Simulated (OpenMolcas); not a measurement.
**One shape, several levels: triplet BGeH5**

Wanted: a comparison of 6 runs (UHF/3-21G, U-r2SCAN/aug-cc-pVDZ, UB3LYP/aug-cc-pVDZ, UPBE/aug-cc-pVDZ, USVWN5/aug-cc-pVDZ, ROMP2/aug-cc-pVDZ) of triplet BGeH5. 

The calculation is run with OpenMolcas 26.06.

### Step 1. The system as given

The species is BGeH5 (7 atoms), meant as a triplet with charge 0. SMILES of the parent species: `[BH2][GeH3]`. The coordinates come from a PBE0-D4/def2-TZVP relaxation. That shape belongs to the parent species and isn't relaxed for this state.

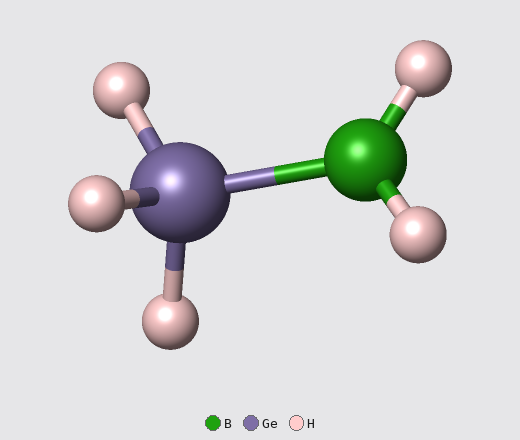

The structure, seen from a chosen angle (boron green, germanium purple, hydrogen pink).

### Step 2. A single-point energy at UHF/3-21G (run 1)

Input file coord.xyz:

```xyz
7

B      0.007500    -1.219800     0.268100
Ge     0.048900     0.786100    -0.183400
H     -1.044400    -1.784600     0.312800
H      0.997700    -1.849300     0.488600
H     -0.601100     1.019700    -1.562200
H     -0.799800     1.566200     0.840700
H      1.452500     1.413700    -0.210300
```

Input file mol.inp:

```
* BGeH5 Hartree-Fock

&GATEWAY
  BASLIB=$CurrDir
  COORD=coord.xyz
  BASIS=3-21G
  GROUP=NoSym

&SEWARD

&SCF
  UHF
  SPIN=3
  THRESHOLDS=1e-10 1e-07 1e-07 1e-05
  PRORBITALS=1 2
```

The basis set 3-21G is read from a file made from the Basis Set Exchange's data (not shown).

The run is started by

```bash
$ export MOLCAS_MEM=1860
$ pymolcas mol.inp > mol.log
```

Log:

```text
--- Start Module: gateway ---
[...]
--- Stop Module: gateway /rc=_RC_ALL_IS_WELL_ ---
--- Start Module: seward ---
[...]
      Basis functions           41
--- Stop Module: seward /rc=_RC_ALL_IS_WELL_ ---
--- Start Module: scf ---
[...]
       Convergence after  23 Iterations
[...]
::    Total SCF energy                              -2092.5906072624
[...]
      Total spin, S                                     1.0036282975
[...]
      Total electronic charge=   42.000000
      Total            charge=   -0.000000
[...]
      Dipole Moment (debye):
      Origin of the operator (angstrom)=    0.0412    0.5007   -0.1193
                   X=  1.9760E-01               Y=  2.5024E+00               Z= -5.5008E-01           Total=  2.5698E+00
      Quadrupole Moment (debye*angstrom):
[...]
--- Stop Module: scf /rc=_RC_ALL_IS_WELL_ ---
[...]
```

Wall time 1.9 s (1 thread of Intel Xeon 6975P-C (Granite Rapids), shared host); peak memory 0.38 GiB.

### Step 3. The energy at U-r2SCAN/aug-cc-pVDZ (run 2)

Input file test.inp:

```
>>> EXPORT MOLCAS_PRINT=2
&GATEWAY
BasLib=$CurrDir
Coord
7
angstrom
B        0.007500      -1.219800       0.268100
Ge       0.048900       0.786100      -0.183400
H       -1.044400      -1.784600       0.312800
H        0.997700      -1.849300       0.488600
H       -0.601100       1.019700      -1.562200
H       -0.799800       1.566200       0.840700
H        1.452500       1.413700      -0.210300
Basis=aug-cc-pVDZ
Group=NoSym
&SEWARD
GridInput
Grid=UltraFine
End of Grid
&SCF
UHF
Spin=3
KSDFT=2
1.0 MGGA_X_R2SCAN
1.0 MGGA_C_R2SCAN
Thresholds=1e-10 1e-07 1e-07 1e-05
PrOrbitals=1 2
```

The basis set aug-cc-pVDZ is read from a file made from the Basis Set Exchange's data (not shown).

The run is started by

```bash
$ export MOLCAS_MEM=1860
$ pymolcas test.inp > test.log
```

Log:

```text
--- Start Module: gateway ---
[...]
--- Stop Module: gateway /rc=_RC_ALL_IS_WELL_ ---
--- Start Module: seward ---
[...]
      Basis functions          104
--- Stop Module: seward /rc=_RC_ALL_IS_WELL_ ---
[...]
--- Start Module: scf ---
[...]
       Convergence after  19 Iterations
[...]
::    Total KS-DFT energy                           -2104.6163381963
[...]
      Total spin, S                                     1.0031980193
[...]
      Total electronic charge=   42.000000
      Total            charge=   -0.000000
[...]
      Dipole Moment (debye):
      Origin of the operator (angstrom)=    0.0412    0.5007   -0.1193
                   X=  6.9419E-02               Y=  2.0118E+00               Z= -4.5072E-01           Total=  2.0629E+00
      Quadrupole Moment (debye*angstrom):
[...]
--- Stop Module: scf /rc=_RC_ALL_IS_WELL_ ---
[...]
```

Run time: 96 s. Hardware: 1 thread of Intel Xeon 6975P-C (Granite Rapids), shared host; peak memory 0.59 GiB.

Runs 3 to 5 aren't shown in full; the table further down has their settings and results.

### Step 4. A single-point energy at ROMP2/aug-cc-pVDZ (run 6)

Input file job.inp:

```
&GATEWAY
 BasLib = $CurrDir
 Coord
 7
 angstrom
 B        0.007500      -1.219800       0.268100
 Ge       0.048900       0.786100      -0.183400
 H       -1.044400      -1.784600       0.312800
 H        0.997700      -1.849300       0.488600
 H       -0.601100       1.019700      -1.562200
 H       -0.799800       1.566200       0.840700
 H        1.452500       1.413700      -0.210300
 Basis = aug-cc-pVDZ
 Group = NoSym

&SEWARD

&SCF
 UHF
 Spin = 3
 Thresholds = 1e-10 1e-07 1e-07 1e-05
 PrOrbitals = 1 2

&RASSCF
 FileOrb = $Project.UnaOrb
 Spin = 3
 Nactel = 2 0 0
 Inactive = 20
 Ras2 = 2
 OutOrbitals = Canonical
 OrbListing = Nothing

&CASPT2
 IPEA = 0.0
 Frozen = 10
```

The basis set aug-cc-pVDZ is read from a file made from the Basis Set Exchange's data (not shown).

The run is started by

```bash
$ export MOLCAS_MEM=1860
$ pymolcas job.inp > job.log
```

Log:

```text
--- Start Module: gateway ---
[...]
--- Stop Module: gateway /rc=_RC_ALL_IS_WELL_ ---
[...]
      Basis functions          104
[...]
       Convergence after  21 Iterations
[...]
::    Total SCF energy                              -2102.7607981357
[...]
      Total spin, S                                     1.0044642697
[...]
--- Start Module: rasscf ---
[...]
      Number of active orbitals                  2
[...]
      Spin quantum number                      1.0
[...]
      Active orbitals                            2
[...]
      Number of CSFs                             1
[...]
      Number of root(s) required                 1
[...]
      Convergence after 11 iterations
[...]
      printout of CI-coefficients larger than  0.05 for root  1
      energy=   -2102.757006
      conf/sym  11     Coeff  Weight
             1  uu   1.00000 1.00000
      Natural orbitals and occupation numbers for root  1
      sym 1:   1.000000   1.000000
      ************************************************************************************************************************
      *                                                    Final results                                                     *
[...]
::    RASSCF root number  1 Total energy:  -2102.75700633
[...]
      Total electronic charge=   42.000000
      Total            charge=   -0.000000
[...]
      Dipole Moment (debye):
      Origin of the operator (angstrom)=    0.0412    0.5007   -0.1193
                   X=  1.3317E-01               Y=  2.1694E+00               Z= -4.8054E-01           Total=  2.2260E+00
      Quadrupole Moment (debye*angstrom):
[...]
--- Stop Module: rasscf /rc=_RC_ALL_IS_WELL_ ---
[...]
      E2 (Variational):          -0.2209674020
      Total energy:           -2102.9779737289
[...]
      Reference weight:           0.90572
[...]
::    CASPT2 Root  1     Total energy:  -2102.97797373
[...]
```

Run time: 21 s. Hardware: 1 thread of Intel Xeon 6975P-C (Granite Rapids), shared host; peak memory 0.59 GiB.

### Step 5. Overview of the runs

```
run                 level  integration grid  frozen core orbitals   energy (Eh)  dipole moment (D)  HOMO energy (eV)   ⟨S²⟩  wall time
  1             UHF/3-21G                 –                     –  -2092.590607               2.57             -7.66  2.011      1.9 s
  2  U-r2SCAN/aug-cc-pVDZ         UltraFine                     –  -2104.616338               2.06             -4.28  2.010       96 s
  3    UB3LYP/aug-cc-pVDZ         UltraFine                     –  -2104.699611               2.02             -4.69  2.004       59 s
  4      UPBE/aug-cc-pVDZ         UltraFine                     –  -2104.273892               1.96             -3.95  2.005       60 s
  5    USVWN5/aug-cc-pVDZ         UltraFine                     –  -2101.149444               1.96             -3.93  2.003       39 s
  6     ROMP2/aug-cc-pVDZ                 –                    10  -2102.977974                  –                 –      –       21 s
```

### Step 6. Outcome

| quantity | value |
| --- | --- |
| run 6: total energy | -2102.97797 Eh |

What this shows: Over runs 1, 2, 3, 4, 5 the dipole moment (its size) runs from 1.96 D (USVWN5/aug-cc-pVDZ) to 2.57 D (UHF/3-21G). The two ends differ in method and basis. Totals of different functionals can't be ranked against each other. All runs together took 4.6 min, the longest 96 s.
